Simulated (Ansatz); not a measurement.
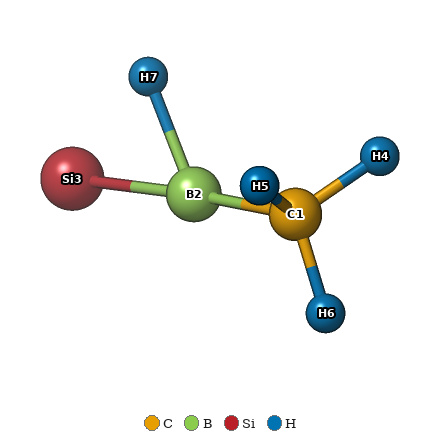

The system is CH4BSi, spin multiplicity 2; the picture shows the reference structure. 
- Coordinates scanned: (1) bond length C1–B2; (2) dihedral H4–C1–B2–H7.
- Nothing is relaxed (all other coordinates rigid).
- The grid has 9 × 9 points.
- Points are written as (first, second).
- Energies: eV, counted from the lowest grid point.
- These are results of UKS B3LYP-D4/def2-TZVP (Ansatz), not measurements.

Its coordinates:

```xyz
7

C    -0.6010    0.5814   -0.2079
B     0.3787   -0.6057   -0.0666
Si    1.5163   -2.0678    0.0290
H    -1.2224    0.6887    0.6876
H    -0.0610    1.5269   -0.3258
H    -1.2646    0.4630   -1.0660
H     1.2540   -0.5865    0.9496
```

Range: bond length C1–B2 from 1.267 to 2.318 Å; dihedral H4–C1–B2–H7 from −149.0 to 31.0°.

Question: Predict the map.

Answer: The lowest grid point is at (1.530 Å, −59.0°). The energy also falls towards the edge at (1.530 Å, 31.0°) (0.020 eV above the lowest) and (1.530 Å, −149.0°) (0.020 eV above the lowest), where a further well may lie outside the range. The highest grid point, (2.318 Å, 8.5°), lies 2.55 eV above the lowest.

| dihedral H4–C1–B2–H7 ↓, bond length C1–B2 → | 1.267 | 1.399 | 1.530 | 1.661 | 1.793 | 1.924 | 2.056 | 2.187 | 2.318 |
| --- | --- | --- | --- | --- | --- | --- | --- | --- | --- |
| 31.0 | 1.65 | 0.37 | 0.02 | 0.15 | 0.53 | 1.01 | 1.52 | 2.05 | 2.55 |
| 8.5 | 1.68 | 0.40 | 0.03 | 0.16 | 0.53 | 1.01 | 1.53 | 2.05 | 2.55 |
| −14.0 | 1.67 | 0.39 | 0.03 | 0.15 | 0.53 | 1.01 | 1.53 | 2.05 | 2.55 |
| −36.5 | 1.63 | 0.36 | 0.01 | 0.14 | 0.52 | 1.00 | 1.52 | 2.05 | 2.55 |
| −59.0 | 1.60 | 0.34 | 0.00 | 0.14 | 0.52 | 1.00 | 1.52 | 2.05 | 2.55 |
| −81.5 | 1.62 | 0.36 | 0.01 | 0.14 | 0.52 | 1.00 | 1.52 | 2.05 | 2.55 |
| −104.0 | 1.67 | 0.39 | 0.03 | 0.15 | 0.53 | 1.01 | 1.53 | 2.05 | 2.55 |
| −126.5 | 1.68 | 0.40 | 0.03 | 0.16 | 0.53 | 1.01 | 1.53 | 2.05 | 2.55 |
| −149.0 | 1.65 | 0.37 | 0.02 | 0.15 | 0.53 | 1.01 | 1.52 | 2.05 | 2.55 |

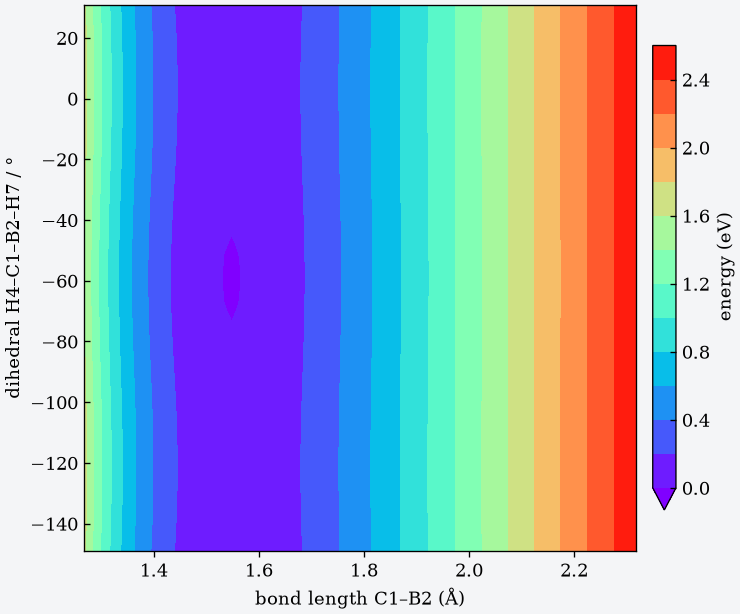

The picture shows filled contours. Between grid points the surface is interpolated.

The whole map (81 points run) took 10 min on 1 thread of Arm Neoverse V1 (shared host).
